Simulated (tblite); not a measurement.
Run report: C5H9F3OSi2, geometry relaxation (part 2 of 2)

C5H9F3OSi2; GFN2-xTB geometry optimisation, gas phase (tblite 0.8.0). 

Geometry of the input (Å):
```
C  -2.6785  1.2518  1.6933
C  -2.2878  0.4181  0.9286
Si -1.6191  -0.8963  -0.2398
C  -2.0236  -0.4422  -2.0121
O  -0.0000  -1.1511  0.0014
Si 1.4282  -0.2884  -0.1351
C  2.7493  -1.0544  0.9465
C  1.3170  1.5263  0.2072
F  2.4986  2.1455  -0.0159
F  0.9540  1.7739  1.4914
F  0.3863  2.1146  -0.5972
H  -3.0445  1.9996  2.3680
H  -2.3165  -2.1699  0.0752
H  -3.0982  -0.3467  -2.1521
H  -1.6680  -1.2141  -2.6883
H  -1.5555  0.4978  -2.2760
H  1.8859  -0.5009  -1.5341
H  2.4778  -0.9784  2.0072
H  3.7115  -0.5576  0.8088
H  2.8779  -2.1168  0.7201
```

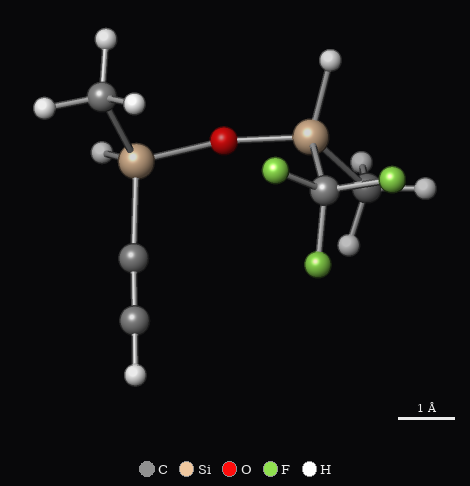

Fig. 1: The geometry at step 192 of the log (ball-and-stick view, seen at a tilt).

## Trajectory as extended XYZ, continued
```
20
Properties=species:S:1:pos:R:3:forces:R:3 step=72 energy=-1008.09047
C    -2.5894    1.2330    1.7003    0.0080  -0.0190  -0.0130
C    -2.2233    0.3670    0.9504   -0.0070   0.0180   0.0120
Si   -1.6176   -0.9149   -0.2383   -0.0020  -0.0090   0.0100
C    -2.0857   -0.4302   -2.0093    0.0010  -0.0050   0.0120
O     0.0360   -0.9669   -0.1313   -0.0070  -0.0100  -0.0050
Si    1.5105   -0.3555   -0.2551    0.0060  -0.0090  -0.0010
C     2.6608   -1.1239    1.0276    0.0070  -0.0040   0.0060
C     1.3141    1.5434    0.1498    0.0070  -0.0190   0.0040
F     2.4432    2.2596   -0.0493   -0.0050   0.0010  -0.0060
F     0.9488    1.7889    1.4253   -0.0030  -0.0010   0.0010
F     0.3712    2.1277   -0.6233    0.0160   0.0090   0.0090
H    -2.9100    1.9888    2.3584    0.0030   0.0020   0.0080
H    -1.9708   -2.2713    0.1831   -0.0040   0.0120  -0.0130
H    -3.1628   -0.4242   -2.1442   -0.0040  -0.0010  -0.0080
H    -1.6623   -1.1186   -2.7361   -0.0030   0.0010  -0.0020
H    -1.7172    0.5663   -2.2422   -0.0020   0.0000  -0.0060
H     1.9515   -0.3917   -1.6473    0.0050   0.0010   0.0000
H     2.2831   -0.9850    2.0379   -0.0150   0.0200   0.0050
H     3.6549   -0.6904    0.9818    0.0040   0.0230  -0.0050
H     2.7598   -2.1915    0.8592   -0.0040  -0.0100  -0.0060
20
Properties=species:S:1:pos:R:3:forces:R:3 step=96 energy=-1008.09282
C    -2.5218    1.2057    1.7247    0.0020  -0.0050  -0.0040
C    -2.1807    0.3535    0.9479    0.0010   0.0050   0.0000
Si   -1.6092   -0.9155   -0.2716   -0.0020  -0.0040  -0.0030
C    -2.1348   -0.4324   -2.0268   -0.0050   0.0010   0.0030
O     0.0467   -0.9661   -0.2205   -0.0020   0.0010   0.0050
Si    1.5273   -0.3590   -0.2773    0.0020   0.0000   0.0020
C     2.6255   -1.0999    1.0664    0.0000   0.0030   0.0050
C     1.3338    1.5383    0.1377    0.0010  -0.0030  -0.0040
F     2.4681    2.2489   -0.0532    0.0030  -0.0020   0.0070
F     0.9717    1.7681    1.4179    0.0020   0.0080  -0.0070
F     0.3963    2.1427   -0.6248   -0.0060  -0.0040   0.0000
H    -2.8212    1.9506    2.4050    0.0040  -0.0010   0.0030
H    -1.9545   -2.2732    0.1508    0.0030  -0.0030  -0.0040
H    -3.2136   -0.4807   -2.1400   -0.0010   0.0050  -0.0040
H    -1.6929   -1.0914   -2.7701   -0.0020   0.0070   0.0050
H    -1.8237    0.5842   -2.2574    0.0040  -0.0080  -0.0020
H     2.0209   -0.4013   -1.6508    0.0000   0.0000   0.0010
H     2.2089   -0.9215    2.0555   -0.0070  -0.0010   0.0050
H     3.6214   -0.6673    1.0448    0.0030  -0.0010  -0.0050
H     2.7267   -2.1731    0.9391    0.0000   0.0040  -0.0040
20
Properties=species:S:1:pos:R:3:forces:R:3 step=144 energy=-1008.09465
C    -2.4083    1.1188    1.7987    0.0020  -0.0060  -0.0060
C    -2.1199    0.2936    0.9730   -0.0040   0.0010   0.0060
Si   -1.5958   -0.9352   -0.3072   -0.0020  -0.0090  -0.0050
C    -2.1541   -0.3928   -2.0343    0.0000   0.0000   0.0010
O     0.0610   -0.9879   -0.2917   -0.0040  -0.0010  -0.0010
Si    1.5375   -0.3691   -0.2851    0.0010   0.0050   0.0000
C     2.5658   -1.0614    1.1374    0.0020   0.0010  -0.0010
C     1.3176    1.5400    0.0619    0.0040  -0.0080   0.0000
F     2.4550    2.2498   -0.1128   -0.0020   0.0000  -0.0030
F     0.9111    1.8114    1.3205    0.0000   0.0030  -0.0060
F     0.4037    2.1133   -0.7520    0.0020  -0.0060   0.0060
H    -2.6619    1.8406    2.5209   -0.0060   0.0050   0.0040
H    -1.9362   -2.3065    0.0751    0.0010   0.0090  -0.0040
H    -3.2370   -0.3647   -2.1073   -0.0020   0.0010  -0.0010
H    -1.7873   -1.0714   -2.8003   -0.0010   0.0030  -0.0020
H    -1.7803    0.6017   -2.2671   -0.0010   0.0020   0.0040
H     2.0939   -0.4497   -1.6322    0.0020  -0.0020   0.0040
H     2.0812   -0.8785    2.0943    0.0010   0.0020   0.0020
H     3.5517   -0.6076    1.1723    0.0030   0.0000  -0.0010
H     2.6972   -2.1339    1.0332    0.0040   0.0000   0.0020
20
Properties=species:S:1:pos:R:3:forces:R:3 step=168 energy=-1008.09539
C    -2.4130    1.0849    1.8184    0.0000  -0.0090  -0.0050
C    -2.1182    0.2700    0.9846    0.0030   0.0030   0.0090
Si   -1.5935   -0.9393   -0.3143   -0.0040  -0.0050   0.0000
C    -2.1503   -0.3541   -2.0281    0.0060  -0.0040   0.0030
O     0.0639   -1.0096   -0.2898   -0.0060   0.0070   0.0040
Si    1.5414   -0.3916   -0.2777   -0.0030  -0.0060  -0.0040
C     2.5707   -1.0456    1.1627   -0.0030   0.0030  -0.0040
C     1.3110    1.5233    0.0245   -0.0020   0.0030   0.0020
F     2.4407    2.2399   -0.1692    0.0050  -0.0050  -0.0050
F     0.9036    1.8215    1.2765    0.0000   0.0010   0.0040
F     0.3901    2.0686   -0.8009   -0.0010   0.0000  -0.0030
H    -2.6736    1.7964    2.5484   -0.0010   0.0030   0.0010
H    -1.9470   -2.3139    0.0419    0.0030   0.0030  -0.0040
H    -3.2327   -0.2913   -2.0900    0.0050  -0.0010   0.0060
H    -1.8133   -1.0305   -2.8095    0.0060   0.0030   0.0000
H    -1.7481    0.6323   -2.2474   -0.0020   0.0010  -0.0010
H     2.1118   -0.5038   -1.6167   -0.0010   0.0020  -0.0020
H     2.0787   -0.8587    2.1151    0.0000  -0.0010  -0.0060
H     3.5475   -0.5714    1.1949   -0.0040  -0.0030   0.0030
H     2.7253   -2.1165    1.0739   -0.0040   0.0060   0.0050
20
Properties=species:S:1:pos:R:3:forces:R:3 step=192 energy=-1008.09641
C    -2.3940    1.0052    1.8658   -0.0030   0.0010  -0.0010
C    -2.1026    0.2054    1.0165    0.0060   0.0040   0.0060
Si   -1.5849   -0.9591   -0.3257   -0.0070   0.0070  -0.0130
C    -2.1465   -0.3000   -2.0103    0.0010   0.0040  -0.0070
O     0.0717   -1.0295   -0.3128   -0.0030   0.0010   0.0080
Si    1.5498   -0.4135   -0.2863   -0.0070   0.0030   0.0040
C     2.5332   -1.0121    1.2092    0.0010   0.0020  -0.0010
C     1.3227    1.5122   -0.0507   -0.0030   0.0010  -0.0030
F     2.4512    2.2183   -0.2865   -0.0010  -0.0040   0.0030
F     0.9327    1.8566    1.1953    0.0060  -0.0020  -0.0030
F     0.3912    2.0302   -0.8816    0.0000   0.0010  -0.0060
H    -2.6528    1.7035    2.6092   -0.0010  -0.0050   0.0060
H    -1.9404   -2.3455   -0.0240    0.0050  -0.0030   0.0030
H    -3.2294   -0.2417   -2.0675    0.0040  -0.0040  -0.0050
H    -1.8040   -0.9345   -2.8239   -0.0020  -0.0030   0.0050
H    -1.7517    0.6988   -2.1827   -0.0020   0.0000   0.0020
H     2.1437   -0.5740   -1.6097    0.0050   0.0010   0.0070
H     2.0064   -0.7881    2.1348    0.0030  -0.0040  -0.0010
H     3.5080   -0.5358    1.2591    0.0030   0.0000  -0.0030
H     2.6907   -2.0853    1.1690   -0.0050   0.0010   0.0000
20
Properties=species:S:1:pos:R:3:forces:R:3 step=216 energy=-1008.09717
C    -2.3809    0.9291    1.9265    0.0000   0.0020   0.0060
C    -2.0953    0.1669    1.0416   -0.0020  -0.0070  -0.0060
Si   -1.5870   -0.9567   -0.3390   -0.0030  -0.0080   0.0040
C    -2.1465   -0.2626   -2.0095    0.0000   0.0020  -0.0030
O     0.0695   -1.0278   -0.3234   -0.0020   0.0020  -0.0010
Si    1.5514   -0.4229   -0.2819    0.0050   0.0000  -0.0010
C     2.5009   -0.9867    1.2483    0.0020   0.0000   0.0000
C     1.3393    1.5115   -0.1163   -0.0040   0.0010  -0.0020
F     2.4729    2.1987   -0.3807    0.0030  -0.0020   0.0040
F     0.9548    1.9058    1.1165    0.0010  -0.0020  -0.0010
F     0.4103    2.0058   -0.9645    0.0000   0.0030  -0.0010
H    -2.6329    1.5943    2.7018   -0.0040   0.0040   0.0040
H    -1.9433   -2.3508   -0.0725    0.0050   0.0040   0.0020
H    -3.2298   -0.2277   -2.0790    0.0080   0.0010  -0.0010
H    -1.7795   -0.8688   -2.8340   -0.0050   0.0010  -0.0010
H    -1.7715    0.7485   -2.1513   -0.0040   0.0000  -0.0030
H     2.1751   -0.6316   -1.5846   -0.0020  -0.0010  -0.0020
H     1.9633   -0.7281    2.1584    0.0010  -0.0010  -0.0010
H     3.4819   -0.5233    1.2994   -0.0010  -0.0040  -0.0010
H     2.6421   -2.0630    1.2414    0.0010   0.0050   0.0050
20
Properties=species:S:1:pos:R:3:forces:R:3 step=240 energy=-1008.09740
C    -2.4205    0.9308    1.9300   -0.0060   0.0020  -0.0020
C    -2.1235    0.1719    1.0458    0.0050  -0.0050  -0.0020
Si   -1.5963   -0.9513   -0.3284    0.0060  -0.0060   0.0040
C    -2.1358   -0.2609   -2.0076   -0.0010  -0.0010   0.0040
O     0.0602   -1.0213   -0.2931    0.0000   0.0020  -0.0020
Si    1.5468   -0.4265   -0.2810   -0.0020   0.0020   0.0000
C     2.5179   -0.9883    1.2365   -0.0030   0.0000  -0.0020
C     1.3475    1.5094   -0.1161   -0.0010  -0.0030  -0.0010
F     2.4871    2.1893   -0.3738   -0.0040  -0.0020   0.0040
F     0.9599    1.9031    1.1160    0.0020   0.0010  -0.0040
F     0.4254    2.0117   -0.9672    0.0030   0.0010  -0.0010
H    -2.6862    1.5945    2.7023    0.0020  -0.0020   0.0000
H    -1.9518   -2.3464   -0.0654    0.0020   0.0070   0.0020
H    -3.2177   -0.2261   -2.0911   -0.0040   0.0000   0.0020
H    -1.7592   -0.8700   -2.8254    0.0000   0.0040  -0.0030
H    -1.7600    0.7500   -2.1478    0.0030  -0.0010  -0.0030
H     2.1494   -0.6424   -1.5929   -0.0040   0.0010   0.0050
H     1.9982   -0.7185    2.1538    0.0020   0.0000  -0.0010
H     3.5034   -0.5327    1.2670   -0.0020  -0.0050  -0.0010
H     2.6498   -2.0658    1.2359    0.0020   0.0030   0.0020
20
Properties=species:S:1:pos:R:3:forces:R:3 step=265 energy=-1008.09775
C    -2.4246    0.8533    1.9738    0.0010  -0.0010  -0.0020
C    -2.1174    0.1213    1.0706   -0.0030   0.0020   0.0010
Si   -1.5902   -0.9591   -0.3377   -0.0010   0.0020   0.0000
C    -2.1476   -0.2260   -1.9928    0.0000   0.0000   0.0010
O     0.0660   -1.0172   -0.3166    0.0020   0.0010   0.0020
Si    1.5563   -0.4333   -0.2847    0.0020   0.0010   0.0010
C     2.4920   -0.9589    1.2676    0.0000  -0.0010   0.0000
C     1.3737    1.5080   -0.1763    0.0010   0.0000   0.0010
F     2.5333    2.1667   -0.3959    0.0010   0.0010  -0.0020
F     0.9346    1.9367    1.0265   -0.0020  -0.0010   0.0020
F     0.4993    2.0013   -1.0812   -0.0010  -0.0010  -0.0020
H    -2.6955    1.4928    2.7645    0.0000  -0.0020  -0.0010
H    -1.9360   -2.3623   -0.1085    0.0010   0.0000   0.0000
H    -3.2302   -0.1720   -2.0560   -0.0010  -0.0010   0.0000
H    -1.7956   -0.8237   -2.8300   -0.0010   0.0010   0.0000
H    -1.7573    0.7811   -2.1203    0.0010   0.0000   0.0000
H     2.1809   -0.6919   -1.5778    0.0000   0.0000  -0.0010
H     1.9694   -0.6374    2.1664    0.0000  -0.0010  -0.0010
H     3.4897   -0.5302    1.2926    0.0000   0.0010   0.0010
H     2.5940   -2.0386    1.3130    0.0000  -0.0010   0.0000
```

## Summary

| quantity | value |
| --- | --- |
| outcome | converged |
| total energy | −1008.0977 eV |
| wall time | 4.3 s |
| peak memory | 0.91 GiB |
